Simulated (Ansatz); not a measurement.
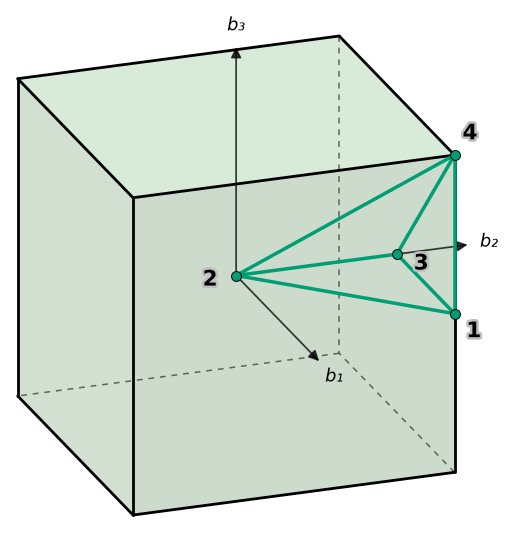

The first Brillouin zone of a simple cubic lattice (cP; extended symbol cP2) is drawn with its special points numbered. Crystal: YTiSe₃, the geometry relaxed with DFT PBE, scalar-relativistic, plane waves, PAW in Ansatz 0.2.0; the starting structure was generated, so it need not be a known form of this composition. Symmetry computed with spglib at a tolerance of 0.002 Å; standard conventional cell.

a = 4.924 Å, b = 4.924 Å, c = 4.924 Å, α = 90.00°, β = 90.00°, γ = 90.00°.

Labels and path follow the convention of Hinuma et al. (2017), as computed by seekpath; the arrows show the directions of the reciprocal primitive vectors b₁, b₂, b₃, in which coordinates are given.

Give the label and coordinates of each numbered point.

Answer.
```
no.  label      coordinates
  1      M    (1/2, 1/2, 0)
  2      Γ        (0, 0, 0)
  3      X      (0, 1/2, 0)
  4      R  (1/2, 1/2, 1/2)
```
